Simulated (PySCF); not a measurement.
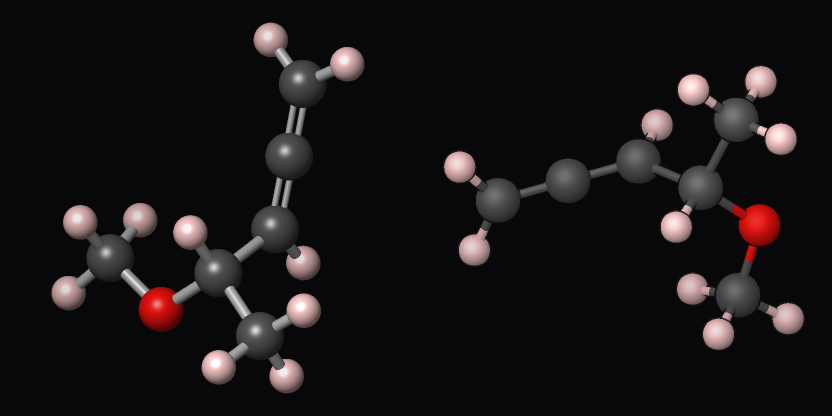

The same structure drawn twice, from different directions. Colours: carbon dark grey, oxygen red, hydrogen pink.

The computed structure is the end point of a GFN2-xTB optimisation. No frequency run is at hand to confirm it as a minimum.

Identify the structure.

Formula C₆H₁₀O. Its SMILES string is `C=C=C[C@H](C)OC`. It has no ring. Among its groups: ether. This geometry has C1 symmetry. Coordination: 2 C trigonal planar; 1 C linear; 3 C tetrahedral; 1 O bent.

The parts below concern this one geometry. Atoms keep their numbers from picture to picture.

## Electronic properties

No frequency run is at hand to confirm it as a minimum. Properties computed with PBE0/def2-SVPD, gas phase (PySCF 2.14.0). Excitations: vertical, linear response.

Question: Give the brightest of the 6 lowest singlets at this level.

Answer: 7.05 eV.

Question: What is the lowest vertical singlet excitation?

Answer: 5.91 eV.

Question: What is the mean static polarisability?

Answer: 81.5 bohr³.

Question: Estimate the dipole moment.

Answer: 1.14 D.

## Quadrupole coupling

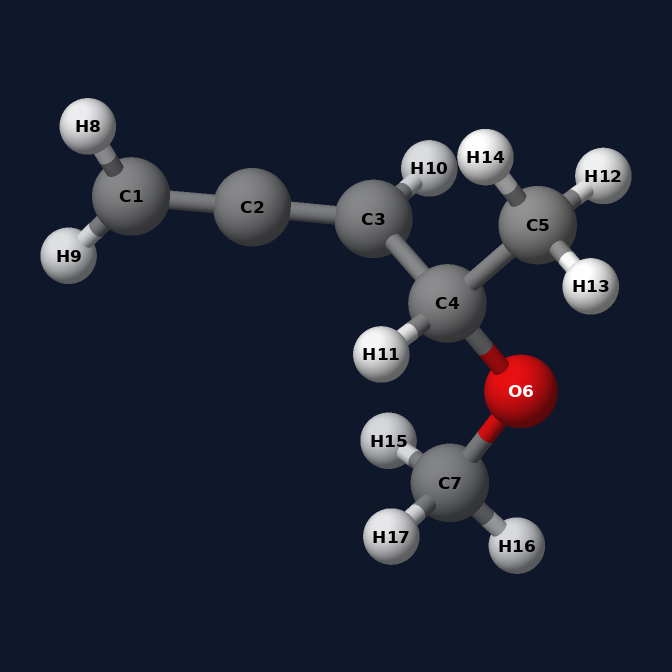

No frequency run is at hand to confirm it as a minimum. Electric field gradients from the ground-state density, PBE0/pcSseg-1 (PySCF 2.14.0), non-relativistic apart from any core potentials.

Give the largest field-gradient component, the quadrupole coupling constant and the asymmetry for 17O at O6 (Q = −25.6 mb), 2H at H8 (Q = 2.86 mb), 2H at H9 (Q = 2.86 mb).

| atom | V_zz (a.u.) | e²qQ/h (MHz) | η |
| --- | --- | --- | --- |
| O6 | 1.987 | −11.95 | 1.00 |
| H8 | 0.337 | 0.226 | 0.06 |
| H9 | 0.337 | 0.227 | 0.06 |

## NMR shielding

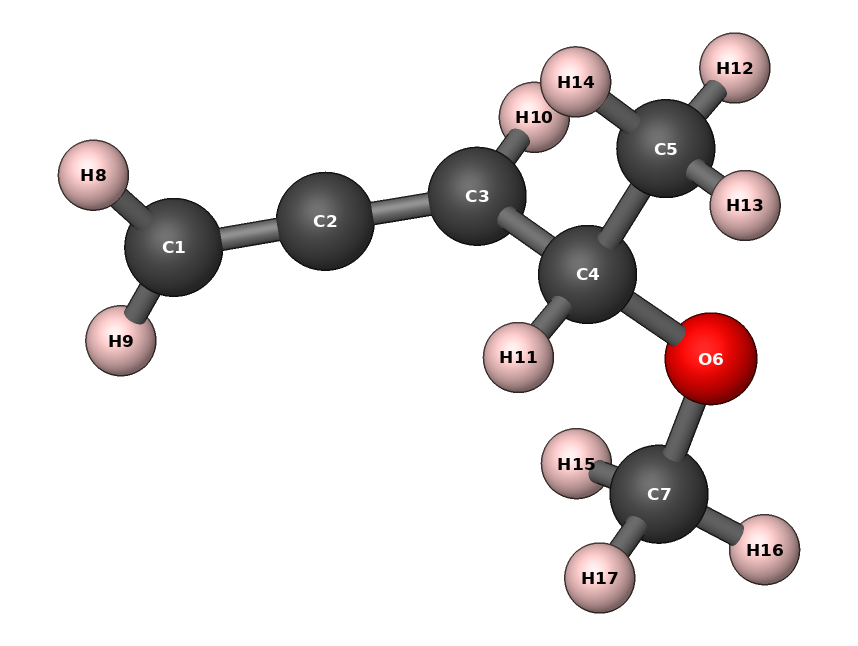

No frequency run is at hand to confirm it as a minimum. Level of theory: GIAO PBE0/pcSseg-1 NMR shielding, non-relativistic, gas phase (PySCF 2.14.0). Principal shieldings σ11 ≤ σ22 ≤ σ33, span Ω = σ33 − σ11, skew κ = 3(σiso − σ22)/Ω.

Question: Which C atom has the most anisotropic shielding?

Answer: C1, with a span of 148 ppm.

Give the shielding tensors of the C atoms.

```
atom    σ11    σ22    σ33   σiso      Ω      κ
  C1   23.1  133.4  171.5  109.3  148.3  −0.49
  C2  −66.4  −47.5   13.9  −33.3   80.3   0.53
  C3    8.9  113.4  142.8   88.4  134.0  −0.56
  C4   82.4   85.5  143.8  103.9   61.4   0.90
  C5  141.3  157.6  185.2  161.4   43.9   0.26
  C7   96.0  107.8  181.4  128.4   85.4   0.72
```

Shieldings and span in ppm.
